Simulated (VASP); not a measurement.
# A VASP study of PrPb (LDA): structure first, properties next, part 2 of 4

Aim: relax PrPb, then compute properties on the relaxed cell. The cell is invented: it takes the structure of a Materials Project entry for DyZr (space group 187 there), with all of its atoms replaced by other elements, volume scaled by an estimate. It may not be a known or stable phase. Left out of this account: 2 further runs (phonons: its modes failed a check; relaxation: a spoilt try).

VASP 6.6.1, plane waves and PAW; the level of theory is named at each step.

Still holding for the runs below: The cell holds one magnetic atom, so no antiferromagnetic order fits into it. The k-mesh is coarse for a metal. Without U or exact exchange the f electrons of Pr come out too delocalised, which can shrink the cell and pin f bands at the Fermi level.

So far, moment of the cell, from the last line of the log (μB): step 2 (relaxing cell and atoms (LDA)) 2.63. The relaxed cell has a = 3.306, c = 5.586 Å (conventional setting).

## (3) Second relaxation

Level of this step: LDA, spin-polarised from a ferromagnetic start (one magnetic atom a cell); plane waves and PAW (Pb_d, Pr); invented cell (VASP).

A relaxation keeps the plane waves of the cell it began with, so it is repeated from the new cell, on a basis made for it. The mesh changes with the cell too.

Input file INCAR:

```
SYSTEM = PrPb
PREC = Accurate
ENCUT = 440
EDIFF = 1E-06
NELM = 100
ISMEAR = 0
SIGMA = 0.05
LREAL = .FALSE.
ALGO = Normal
GGA = CA
NBANDS = 20
ISPIN = 2
MAGMOM = 0 2
LMAXMIX = 6
LORBIT = 11
LWAVE = .FALSE.
LCHARG = .FALSE.
IBRION = 2
NSW = 60
ISIF = 3
EDIFFG = -0.01
```

Input file POSCAR:

```
PrPb
1.0
    3.3063382239      0.0000000000      0.0000000000
   -1.6531691120      2.8633729914      0.0000000000
    0.0000000000      0.0000000000      5.5855829999
Pb Pr
1 1
Direct
    0.6666666700      0.3333333300      0.0000000000
    0.0000000000      0.0000000000      0.5000000000
```

Input file KPOINTS:

```
Automatic mesh
0
Gamma
7 7 4
0 0 0
```

The projector-augmented-wave data sets are Pb_d and Pr (PBE family, release 64).

Command:

```bash
mpirun -np 1 vasp_std
```

Output:

```text
[banner, memory and clock lines left out]
running    1 mpi-ranks, on    1 nodes
 distrk:  each k-point on    1 cores,    1 groups
 distr:  one band on    1 cores,    1 groups

 POSCAR found type information on POSCAR PbPr
 POSCAR found :  2 types and       2 ions
 [... a notice as in an earlier step ...]

 LDA part: xc-table for (Slater(with rela. corr.)+CA(PZ))
 , standard interpolation
 POSCAR, INCAR and KPOINTS ok, starting setup
 FFT: planning ... GRIDC
 FFT: planning ... GRID_SOFT
 FFT: planning ... GRID
 WAVECAR not read
 entering main loop
       N       E                     dE             d eps       ncg     rms          rms(c)
DAV:   1     0.270067861243E+03    0.27007E+03   -0.10653E+04  2136   0.236E+03
DAV:   2     0.247930139906E+02   -0.24527E+03   -0.23929E+03  2212   0.420E+02
DAV:   3    -0.106454526155E+02   -0.35438E+02   -0.33986E+02  2976   0.180E+02
DAV:   4    -0.137335554698E+02   -0.30881E+01   -0.29509E+01  3748   0.465E+01
DAV:   6    -0.297693136404E+02   -0.15769E+02   -0.23339E+02  2728   0.910E+01    0.646E+01
DAV:   7    -0.113133591683E+02    0.18456E+02   -0.45009E+01  3088   0.793E+01    0.259E+01
DAV:   8    -0.116658792622E+02   -0.35252E+00   -0.29839E+00  3500   0.149E+01    0.981E+00
DAV:   9    -0.111646289932E+02    0.50125E+00   -0.22005E+00  3572   0.196E+01    0.531E+00
DAV:  10    -0.111972351328E+02   -0.32606E-01   -0.96783E-02  2988   0.253E+00    0.419E+00
DAV:  11    -0.111989725695E+02   -0.17374E-02   -0.11843E-02  3580   0.948E-01    0.384E+00
DAV:  12    -0.111985635593E+02    0.40901E-03   -0.13717E-01  3404   0.512E+00    0.133E+00
DAV:  13    -0.111960389037E+02    0.25247E-02   -0.11142E-02  3340   0.948E-01    0.598E-01
DAV:  14    -0.111968609412E+02   -0.82204E-03   -0.65719E-03  3452   0.768E-01    0.481E-01
DAV:  15    -0.111962989322E+02    0.56201E-03   -0.13334E-03  3128   0.368E-01    0.244E-01
DAV:  16    -0.111964605788E+02   -0.16165E-03   -0.23930E-04  3584   0.221E-01    0.125E-01
DAV:  17    -0.111964785582E+02   -0.17979E-04   -0.14629E-04  3620   0.147E-01    0.111E-01
DAV:  18    -0.111964450756E+02    0.33483E-04   -0.92183E-05  3304   0.120E-01    0.460E-02
DAV:  19    -0.111964464863E+02   -0.14107E-05   -0.48030E-06  2596   0.177E-02    0.273E-02
DAV:  20    -0.111964466445E+02   -0.15824E-06   -0.21013E-06  1768   0.195E-02
   1 F= -.11196447E+02 E0= -.11191435E+02  d E =-.111964E+02  mag=     2.6456
 curvature:   0.00 expect dE= 0.000E+00 dE for cont linesearch  0.000E+00
 trial: gam= 0.00000 g(F)=  0.270E-45 g(S)=  0.103E-02 ort = 0.000E+00 (trialstep = 0.100E+01)
 search vector abs. value=  0.103E-02
 bond charge predicted
       N       E                     dE             d eps       ncg     rms          rms(c)
DAV:   1    -0.112846315803E+02   -0.88185E-01   -0.73321E-01  2816   0.160E+01    0.626E+00
DAV:   2    -0.127141398974E+02   -0.14295E+01   -0.10945E+01  3196   0.298E+01    0.269E+01
DAV:   3    -0.111752085717E+02    0.15389E+01   -0.29577E+00  3172   0.271E+01    0.111E+00
DAV:   4    -0.111935922972E+02   -0.18384E-01   -0.16249E-01  3064   0.278E+00    0.614E-01
DAV:   5    -0.111959575686E+02   -0.23653E-02   -0.17686E-02  3232   0.837E-01    0.945E-01
DAV:   6    -0.111962690105E+02   -0.31144E-03   -0.13505E-03  3100   0.234E-01    0.846E-01
DAV:   7    -0.111967589209E+02   -0.48991E-03   -0.86626E-04  3248   0.330E-01    0.616E-01
DAV:   8    -0.111969969533E+02   -0.23803E-03   -0.28587E-03  3344   0.756E-01    0.195E-01
DAV:   9    -0.111968155648E+02    0.18139E-03   -0.88650E-04  3316   0.347E-01    0.179E-01
DAV:  10    -0.111968479145E+02   -0.32350E-04   -0.14117E-04  3140   0.135E-01    0.525E-02
DAV:  11    -0.111968570184E+02   -0.91039E-05   -0.20144E-05  3352   0.436E-02    0.418E-02
DAV:  12    -0.111968559314E+02    0.10870E-05   -0.77321E-06  2696   0.249E-02    0.268E-02
DAV:  13    -0.111968548308E+02    0.11005E-05   -0.12840E-06  1508   0.195E-02    0.975E-03
DAV:  14    -0.111968558202E+02   -0.98936E-06   -0.59413E-07  1272   0.129E-02
   2 F= -.11196856E+02 E0= -.11191811E+02  d E =-.409176E-03  mag=     2.6429
[...]
3 F= -.11196872E+02 E0= -.11191831E+02  d E =-.425396E-03  mag=     2.6435
[...]
4 F= -.11196869E+02 E0= -.11191818E+02  d E =-.421920E-03  mag=     2.6428
[...]
5 F= -.11196871E+02 E0= -.11191830E+02  d E =-.424815E-03  mag=     2.6433
[...]
6 F= -.11196872E+02 E0= -.11191831E+02  d E =-.425242E-03  mag=     2.6435
[...]
7 F= -.11196952E+02 E0= -.11191921E+02  d E =-.796496E-04  mag=     2.6439
 trial-energy change:   -0.000080  1 .order   -0.000078   -0.000125   -0.000031
 step:   1.2925(harm=  1.2925)  dis= 0.00000  next Energy=   -11.196955 (dE=-0.834E-04)
 bond charge predicted
       N       E                     dE             d eps       ncg     rms          rms(c)
DAV:   1    -0.111970672740E+02   -0.11635E-03   -0.29123E-03  2668   0.109E+00    0.112E-01
DAV:   2    -0.111969477678E+02    0.11951E-03   -0.36096E-04  3272   0.278E-01    0.100E-01
DAV:   3    -0.111970013935E+02   -0.53626E-04   -0.21942E-04  3388   0.182E-01    0.139E-01
DAV:   4    -0.111969794136E+02    0.21980E-04   -0.68855E-05  3268   0.122E-01    0.591E-02
DAV:   5    -0.111969657918E+02    0.13622E-04   -0.31246E-05  2984   0.637E-02    0.336E-02
DAV:   6    -0.111969621440E+02    0.36477E-05   -0.16203E-05  2564   0.459E-02    0.270E-02
DAV:   7    -0.111969565600E+02    0.55841E-05   -0.11642E-05  2792   0.393E-02    0.584E-03
DAV:   8    -0.111969574793E+02   -0.91931E-06   -0.75684E-07  1240   0.920E-03
   8 F= -.11196957E+02 E0= -.11191925E+02  d E =-.855923E-04  mag=     2.6439
 curvature:  -0.70 expect dE=-0.218E-05 dE for cont linesearch -0.338E-07
 trial: gam=-0.02850 g(F)=  0.268E-43 g(S)=  0.312E-05 ort = 0.260E-05 (trialstep = 0.103E+01)
 search vector abs. value=  0.309E-05
 reached required accuracy - stopping structural energy minimisation
```

Wall time 4.2 min (1 MPI rank of Intel Xeon Platinum 8375C at 2.90GHz (Ice Lake), shared host); peak memory 0.19 GiB.

Parts of OUTCAR (step 3):

```text
  LATTYP: Found a hexagonal cell.
 ALAT       =     3.3063382239
 C/A-ratio  =     1.6893562067

The static configuration has the point symmetry D_3h.

 Found     24 irreducible k-points:

   k-points           NKPTS =     24   k-points in BZ     NKDIM =     24   number of bands    NBANDS=     20

   dimension x,y,z NGX =    24 NGY =   24 NGZ =   40
   dimension x,y,z NGXF=    48 NGYF=   48 NGZF=   80

   ENCUT  =  440.0 eV  32.34 Ry    5.69 a.u.   5.65  5.65  9.55*2*pi/ulx,y,z

   NELECT =      27.0000    total number of electrons

 E-fermi :   8.4174

 spin component 1
 k-point     1 :       0.0000    0.0000    0.0000
  band No.  band energies     occupation
    ...
     10      -2.8923      1.00000
     11       6.5791      1.00000
     12       6.7267      1.00000
     13       8.0509      1.00000
     14       8.3309      0.99278
     15       8.5004      0.00943
     16       8.5004      0.00943
     17       8.7171      0.00000
     18       8.7171      0.00000
     19       8.9864      0.00000
    ...

 k-point     2 :       0.1429    0.0000    0.0000
  band No.  band energies     occupation
    ...
     10      -2.4783      1.00000
     11       6.6580      1.00000
     12       7.2954      1.00000
     13       7.9455      1.00000
     14       8.3755      0.88203
     15       8.4740      0.05466
     16       8.5434      0.00018
     17       8.6686      0.00000
     18       8.7196      0.00000
     19       8.7705      0.00000
    ...

 k-point     3 :       0.2857    0.0000    0.0000
  band No.  band energies     occupation
    ...
     10      -1.2718      1.00000
     11       6.3681      1.00000
     12       6.9901      1.00000
     13       8.2714      0.99998
     14       8.3311      0.99265
     15       8.4893      0.02088
     16       8.5570      0.00004
     17       8.5614      0.00002
     18       8.6500      0.00000
     19       8.6918      0.00000
    ...

 k-point     4 :       0.4286    0.0000    0.0000
  band No.  band energies     occupation
    ...
     11       4.8499      1.00000
     12       6.0331      1.00000
     13       6.9843      1.00000
     14       8.2324      1.00000
     15       8.4010      0.67792
     16       8.4870      0.02441
     17       8.6542      0.00000
     18       8.6556      0.00000
     19       8.7499      0.00000
     20       8.8404      0.00000

  Total        0.0059135      0.0059135      0.0077092     -0.0000000      0.0000000      0.0000000
  in kB        0.1804012      0.1804013      0.2351840     -0.0000000      0.0000000      0.0000000
  external PRESSURE =       0.1986622 kB  Pullay stress =       0.0000000 kB

  energy-cutoff  :      440.00
  volume of cell :       52.52
      direct lattice vectors                 reciprocal lattice vectors
     3.293752350  0.000000000 -0.000000000     0.303605096  0.175286478  0.000000000
    -1.646876175  2.852473304  0.000000000    -0.000000000  0.350572957  0.000000000
    -0.000000000 -0.000000000  5.589857475     0.000000000 -0.000000000  0.178895438

 POSITION                                       TOTAL-FORCE (eV/Angst)
 -----------------------------------------------------------------------------------
      1.64688      0.95082     -0.00000         0.000000     -0.000000      0.000000
     -0.00000     -0.00000      2.79493        -0.000000      0.000000     -0.000000
 -----------------------------------------------------------------------------------
    total drift:                               -0.000011      0.000007      0.000000

  FREE ENERGIE OF THE ION-ELECTRON SYSTEM (eV)
  ---------------------------------------------------
  free  energy   TOTEN  =       -11.1969574793 eV

  energy  without entropy=      -11.1868916517  energy(sigma->0) =      -11.19192457

 total charge
# of ion       s       p       d       f       tot
--------------------------------------------------
    1        1.313   0.990   9.808   0.000  12.110
    2        1.965   5.242   0.718   2.150  10.075
--------------------------------------------------
tot          3.278   6.232  10.526   2.150  22.186

 magnetization (x)
# of ion       s       p       d       f       tot
--------------------------------------------------
    1       -0.002   0.001   0.005   0.000   0.004
    2        0.002  -0.016   0.156   2.024   2.167
--------------------------------------------------
tot          0.000  -0.015   0.161   2.024   2.171

[... 2 parts as in an earlier step ...]

[... 11 further parts left out ...]
```

The steps of the relaxation:

```tsv
step	energy less that of the first step (eV)	largest force (eV/Å)	pressure (GPa)	volume (Å³)
1	0.0000	0.0000	-0.34	52.88
2	-0.0004	0.0000	0.14	52.45
3	-0.0004	0.0000	-0.06	52.53
4	-0.0004	0.0000	0.09	52.49
5	-0.0004	0.0000	0.11	52.51
6	-0.0004	0.0000	0.03	52.52
7	-0.0005	0.0000	0.07	52.52
8	-0.0005	0.0000	0.02	52.52
```

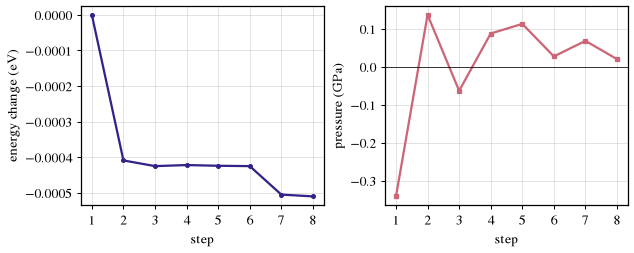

Energy and pressure along the relaxation.

```tsv
conventional cell, symmetrised	before	after	change
a (Å)	3.306	3.294	-0.4 %
b (Å)	3.306	3.294	-0.4 %
c (Å)	5.586	5.590	+0.1 %
volume (Å³/atom)	26.44	26.26	-0.7 %
```

The relaxed structure:

```xyz
2
Lattice="3.2938 0.0000 0.0000 -1.6469 2.8525 0.0000 0.0000 0.0000 5.5899" Properties=species:S:1:pos:R:3 pbc="T T T"
Pb    1.6469    0.9508    0.0000
Pr    0.0000    0.0000    2.7949
```

This step gave:

| Property | Result |
| --- | --- |
| irreducible k-points | 24 |
| free energy (TOTEN) | -11.20 eV |
| energy at zero smearing | -11.19 eV |
| Fermi energy | 8.417 eV |
| pressure | 0.01987 GPa |
| moment of the cell, from the last line of the log | 2.644 μB |
| SCF cycles over all ionic steps | 82 |

It ends with forces that vanish by symmetry and a pressure of 0.02 GPa.

## (4) Density, ELF and potential (LDA)

A single point on the relaxed cell gives a clean self-consistent state, with density, ELF and potential written out.

Changes to INCAR since step 3:

```diff
@@ -16,6 +16,5 @@
 LWAVE = .FALSE.
-LCHARG = .FALSE.
-IBRION = 2
-NSW = 60
-ISIF = 3
-EDIFFG = -0.01
+LCHARG = .TRUE.
+ISIF = 2
+LELF = .TRUE.
+LVHAR = .TRUE.
```

Input file POSCAR:

```
PrPb
1.0
    3.2937523500      0.0000000000      0.0000000000
   -1.6468761750      2.8524733037      0.0000000000
    0.0000000000      0.0000000000      5.5898574751
Pb Pr
1 1
Direct
    0.6666666700      0.3333333300      0.0000000000
    0.0000000000      0.0000000000      0.5000000000
```

KPOINTS is that of step 3.

Command:

```bash
mpirun -np 1 vasp_std
```

Output:

```text
[... set-up lines as in an earlier step ...]
 entering main loop
       N       E                     dE             d eps       ncg     rms          rms(c)
DAV:   1     0.256733447827E+03    0.25673E+03   -0.10748E+04  2152   0.232E+03
DAV:   2     0.227831404990E+02   -0.23395E+03   -0.22735E+03  2276   0.418E+02
DAV:   3    -0.108431400695E+02   -0.33626E+02   -0.32298E+02  2940   0.179E+02
DAV:   4    -0.137819478186E+02   -0.29388E+01   -0.27804E+01  3760   0.456E+01
DAV:   5    -0.140095412390E+02   -0.22759E+00   -0.22400E+00  3088   0.813E+00    0.363E+01
DAV:   6    -0.295462515632E+02   -0.15537E+02   -0.23195E+02  2820   0.915E+01    0.637E+01
DAV:   7    -0.113679705594E+02    0.18178E+02   -0.44519E+01  3132   0.803E+01    0.259E+01
DAV:   8    -0.115556884089E+02   -0.18772E+00   -0.27475E+00  3436   0.137E+01    0.894E+00
DAV:   9    -0.111635759504E+02    0.39211E+00   -0.17978E+00  3548   0.182E+01    0.525E+00
DAV:  10    -0.111984682646E+02   -0.34892E-01   -0.10623E-01  3092   0.245E+00    0.443E+00
DAV:  11    -0.111982197285E+02    0.24854E-03   -0.12614E-02  3596   0.884E-01    0.489E+00
DAV:  12    -0.111945912584E+02    0.36285E-02   -0.83777E-02  3344   0.419E+00    0.223E+00
DAV:  13    -0.111951369313E+02   -0.54567E-03   -0.38325E-02  3632   0.240E+00    0.735E-01
DAV:  14    -0.111965045416E+02   -0.13676E-02   -0.12078E-02  3036   0.139E+00    0.916E-01
DAV:  15    -0.111964531757E+02    0.51366E-04   -0.21174E-03  3360   0.594E-01    0.452E-01
DAV:  16    -0.111964963664E+02   -0.43191E-04   -0.38574E-04  3596   0.226E-01    0.252E-01
DAV:  17    -0.111964222353E+02    0.74131E-04   -0.25434E-04  3652   0.193E-01    0.757E-02
DAV:  18    -0.111964117054E+02    0.10530E-04   -0.25082E-05  3308   0.466E-02    0.385E-02
DAV:  19    -0.111964111535E+02    0.55184E-06   -0.95065E-06  3340   0.283E-02
   1 F= -.11196411E+02 E0= -.11191389E+02  d E =-.100436E-01  mag=     2.6442
```

Run time: 87 s. Hardware: 1 MPI rank; peak memory 0.18 GiB.

OUTCAR, selected parts (step 4):

```text
  LATTYP: Found a hexagonal cell.
 ALAT       =     3.2937523500
 C/A-ratio  =     1.6971092180

The static configuration has the point symmetry D_3h.

 Found     24 irreducible k-points:

   ENCUT  =  440.0 eV  32.34 Ry    5.69 a.u.   5.63  5.63  9.56*2*pi/ulx,y,z

   NELECT =      27.0000    total number of electrons

 E-fermi :   8.4173

 spin component 1
 k-point     1 :       0.0000    0.0000    0.0000
  band No.  band energies     occupation
    ...
     10      -2.8921      1.00000
     11       6.5784      1.00000
     12       6.7266      1.00000
     13       8.0509      1.00000
     14       8.3306      0.99290
     15       8.5006      0.00922
     16       8.5006      0.00921
     17       8.7168      0.00000
     18       8.7168      0.00000
     19       8.9862      0.00000
    ...

 k-point     2 :       0.1429   -0.0000    0.0000
  band No.  band energies     occupation
    ...
     10      -2.4782      1.00000
     11       6.6579      1.00000
     12       7.2947      1.00000
     13       7.9455      1.00000
     14       8.3753      0.88273
     15       8.4743      0.05342
     16       8.5437      0.00018
     17       8.6685      0.00000
     18       8.7194      0.00000
     19       8.7703      0.00000
    ...

 k-point     3 :       0.2857   -0.0000    0.0000
  band No.  band energies     occupation
    ...
     10      -1.2716      1.00000
     11       6.3679      1.00000
     12       6.9896      1.00000
     13       8.2715      0.99998
     14       8.3313      0.99251
     15       8.4892      0.02104
     16       8.5570      0.00004
     17       8.5613      0.00002
     18       8.6504      0.00000
     19       8.6916      0.00000
    ...

 k-point     4 :       0.4286   -0.0000    0.0000
  band No.  band energies     occupation
    ...
     11       4.8501      1.00000
     12       6.0328      1.00000
     13       6.9837      1.00000
     14       8.2326      1.00000
     15       8.4008      0.67937
     16       8.4869      0.02457
     17       8.6541      0.00000
     18       8.6553      0.00000
     19       8.7503      0.00000
     20       8.8405      0.00000

  Total       -0.0032590     -0.0032590      0.0026433      0.0000000      0.0000000      0.0000000
  in kB       -0.0994205     -0.0994205      0.0806374      0.0000000      0.0000000      0.0000000
  external PRESSURE =      -0.0394012 kB  Pullay stress =       0.0000000 kB

  energy-cutoff  :      440.00
  volume of cell :       52.52
      direct lattice vectors                 reciprocal lattice vectors
     3.293752350  0.000000000  0.000000000     0.303605096  0.175286478  0.000000000
    -1.646876175  2.852473304  0.000000000     0.000000000  0.350572957  0.000000000
     0.000000000  0.000000000  5.589857475     0.000000000  0.000000000  0.178895438

 POSITION                                       TOTAL-FORCE (eV/Angst)
 -----------------------------------------------------------------------------------
      1.64688      0.95082      0.00000         0.000000      0.000000      0.000000
      0.00000      0.00000      2.79493        -0.000000      0.000000      0.000000
 -----------------------------------------------------------------------------------
    total drift:                               -0.000011      0.000007      0.000000

  FREE ENERGIE OF THE ION-ELECTRON SYSTEM (eV)
  ---------------------------------------------------
  free  energy   TOTEN  =       -11.1964111535 eV

  energy  without entropy=      -11.1863675150  energy(sigma->0) =      -11.19138933

 total charge
# of ion       s       p       d       f       tot
--------------------------------------------------
    1        1.313   0.990   9.808   0.000  12.110
    2        1.964   5.243   0.718   2.150  10.075
--------------------------------------------------
tot          3.277   6.232  10.526   2.150  22.186

[... 5 parts as in an earlier step ...]

[... 10 further parts left out ...]
```

With spin, VASP writes an ELF for each channel.

Numbers from this step:

* SCF cycles: 19
* pressure: -0.003940 GPa

Valence electrons inside each PAW sphere by angular momentum. Sphere charges, by row:

```tsv
atom	s (e)	p (e)	d (e)	f (e)	tot (e)
Pb1	1.313	0.99	9.808	0	12.11
Pr2	1.964	5.243	0.718	2.15	10.07
```

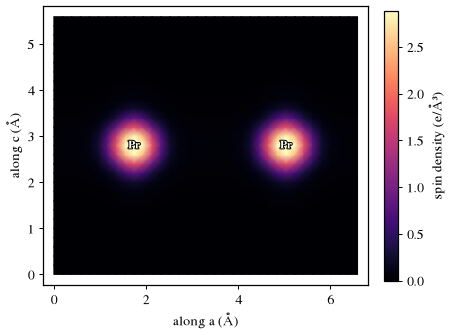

Spin density in the ac plane at fractional y = 0.000, with atoms of Pr within 0.2 Å of it. The map starts off the cell's origin, so that atoms lie inside it.

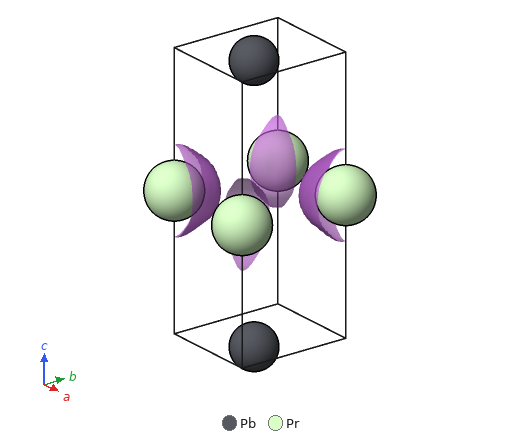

Surface of spin density = 0.13 e/Å³, which holds about 70 % of the integral of its size.

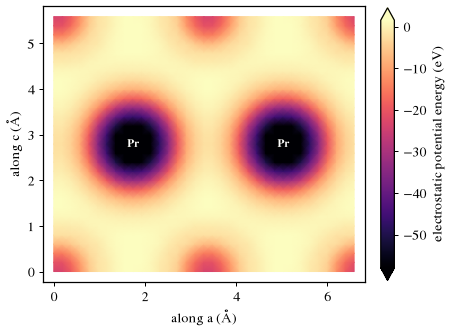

Electrostatic potential energy in the ac plane at fractional y = 0.000, with atoms of Pr within 0.2 Å of it. With pseudopotentials it is smooth inside the atoms' cores, unlike the true potential. The map starts off the cell's origin, so that atoms lie inside it.

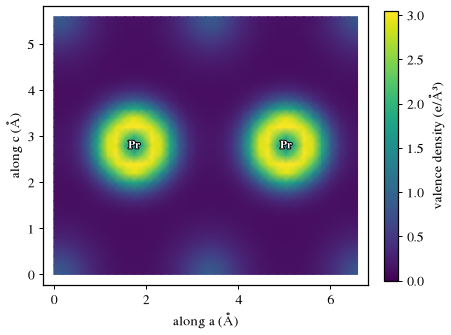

Valence density in the ac plane at fractional y = 0.000, with atoms of Pr within 0.2 Å of it. It is the smooth field of the valence electrons, not physical close to the nuclei. The map starts off the cell's origin, so that atoms lie inside it.

In this run the pressure is 0.00 GPa, small enough to go on.

(Part 2 of 4 ends here.)

[Lines on the potential files, build, host, timing and source positions are cut from VASP's logs without a mark.]

[Logs are printed without paths, hosts, clocks, repeated set-up lines and the standing remarks that a program may print on its own settings, such as how far it seeks lower states.]

[Hosts, paths, dates, database ids (printed as entryN), source tags and the programs' standing remarks are cut or masked in the printed files.]

[A measured line is paired with the nearest computed mode of its activity, which favours agreement.]

[In band tables of VASP the shares of atoms and orbitals are scaled to a sum of 1 inside the atoms' spheres.]
